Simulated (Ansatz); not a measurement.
# InH3Cl2O: phonon calculation

System: InH3Cl2O.
Method: RKS PBE/def2-SVP (Ansatz 0.2.0).

It belongs to a series of runs on one base structure; here: vibrations at the highest image of the band. Figures and captions count atoms from 1; the log counts them from 0 in places.

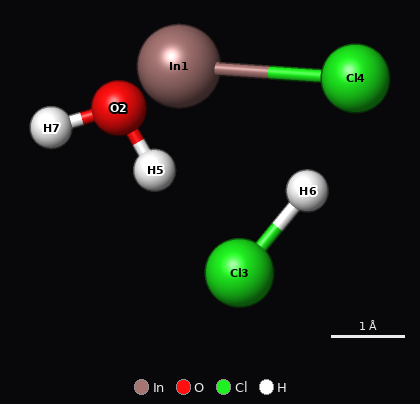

The input geometry (ball-and-stick view, seen at a tilt; atoms are numbered from 1 in the order of the input). Sticks mark near contacts. Bond lengths as drawn: Cl–H 1.47 Å, Cl–In 2.67 Å and H–O 0.98 to 0.99 Å.

The input
```yaml
crystal:
  periodic: [false, false, false]
  atoms:
    - { symbol: In, position_ang: [-0.007049, -1.767267, 0.587282] }
    - { symbol: O, position_ang: [1.365974, -0.007439, -0.644189] }
    - { symbol: Cl, position_ang: [-1.649592, 0.651259, -0.652337] }
    - { symbol: Cl, position_ang: [-0.612326, 0.217681, 2.27279] }
    - { symbol: H, position_ang: [0.569432, 0.563867, -0.79913] }
    - { symbol: H, position_ang: [-1.28603, 0.643042, 0.776482] }
    - { symbol: H, position_ang: [1.619593, -0.301045, -1.540797] }
basis:
  gaussian: { orbitals: def2-SVP }
hamiltonian:
  xc: pbe
phonons: {}
```

Run on 2 threads of Intel Xeon (Granite Rapids), 176 GiB of memory available, shared host.

Command:
```bash
ansatz run input.yaml --threads 2 --pin off --max-ram 3072MiB --backend cpu --events-out ev --progress --plain --runs-dir out
```

What the program printed
```
Engine: ansatz 0.2.0, x86_64-unknown-linux-gnu
Functional definition: PBE
  parameter kappa = 0.804
  parameter beta = 0.06672455060314922
  exchange = pbe_x(kappa = kappa, mu = beta*pi^2/3)
  correlation = pbe_c(beta = beta)
1023 factors; their error is unknown
mean field evaluation 1: about -32291.2153 eV, gradient 5.2e1 eV
mean field evaluation 2: about -32248.2665 eV, gradient 1.4e2 eV
mean field evaluation 4: about -32295.8533 eV, gradient 8.9e0 eV
mean field evaluation 8: about -32296.0893 eV, gradient 2.3e-1 eV
mean field evaluation 16: about -32296.0547 eV, gradient 5.0e-5 eV
mean field -32296.05468637 eV, -1186.8581186719 hartree, gradient 5.0e-5 eV, S^2 0.000000; 0 other end points of the search recorded, 0 dependent functions left out
the calculation of the forces begins
reference -32296.05472399 eV, -1186.8581200546 hartree; 33, 33 occupied and 58, 58 virtual orbitals, 1023 factors
these checks for a lower state are left out or cut short: stability, starts, cluster_reference, orbital_swaps, neighbouring_geometries, increment
1023 factors; their error is unknown
mean field -32296.05467411 eV, -1186.8581182215 hartree, gradient 2.3e-6 eV, S^2 0.000000; 0 other end points of the search recorded, 0 dependent functions left out
[... from here on the field's lines of each further geometry are left out, up to the last ...]
the calculation of the forces begins
reference -32296.05456057 eV, -1186.8581140490 hartree; 33, 33 occupied and 58, 58 virtual orbitals, 1023 factors
these checks for a lower state are left out or cut short: stability, starts, cluster_reference, orbital_swaps, neighbouring_geometries, increment
1023 factors; their error is unknown
mean field -32296.05459744 eV, -1186.8581154038 hartree, gradient 8.6e-7 eV, S^2 0.000000; 0 other end points of the search recorded, 0 dependent functions left out
the calculation of the forces begins
reference -32296.05463508 eV, -1186.8581167869 hartree; 33, 33 occupied and 58, 58 virtual orbitals, 1023 factors
WARN: phonons: modes at or below zero, which the zero-point energy, F, S and C_V leave out: 1, the lowest at -37.31 cm⁻¹. A minimum has none, and a first-order saddle one
Total energy: -32296.05472399 eV, -1186.8581200546 hartree
Atom 0 at    -0.007049    -1.767267     0.587282 Å, force    -0.003574    -0.003208    -0.002216 eV/Å
Atom 1 at     1.365974    -0.007439    -0.644189 Å, force     0.010677    -0.001089     0.039186 eV/Å
Atom 2 at    -1.649592     0.651259    -0.652337 Å, force     0.007915    -0.004310    -0.001845 eV/Å
Atom 3 at    -0.612326     0.217681     2.272790 Å, force     0.002078     0.002211     0.004503 eV/Å
Atom 4 at     0.569432     0.563867    -0.799130 Å, force     0.005658    -0.004295    -0.026094 eV/Å
Atom 5 at    -1.286030     0.643042     0.776482 Å, force    -0.003153     0.000087     0.001113 eV/Å
Atom 6 at     1.619593    -0.301045    -1.540797 Å, force    -0.019601     0.010604    -0.014648 eV/Å
Dipole moment:     0.421132    -0.448335    -0.544976 e Å
Vibrations: -37.31 73.44 142.68 181.73 210.13 275.49 297.21 414.36 655.90 740.25 861.87 1249.93 1589.00 3426.81 3726.00 cm⁻¹, zero-point energy 0.858268 eV
```

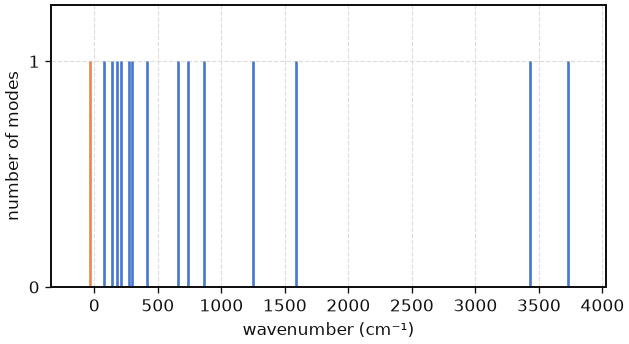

Harmonic vibrational wavenumbers from the force constants; neighbouring modes closer than 17 cm⁻¹ are counted in one stick, and imaginary ones are drawn at negative wavenumbers. 15 modes from 37i to 3726 cm⁻¹, 1 imaginary beyond 8i (37i cm⁻¹): not a clean minimum; so soft a mode can be a shallow saddle, an incomplete relaxation or noise of the force constants.

Key numbers

| quantity | value |
| --- | --- |
| outcome | converged |
| total energy | −32296.0547 eV |
| mean-field energy | −32296.0547 eV |
| largest force (length of the vector) | 0.041 eV/Å |
| wall time | 21 s (CPU time 40 s) |
| peak memory | 0.14 GiB |
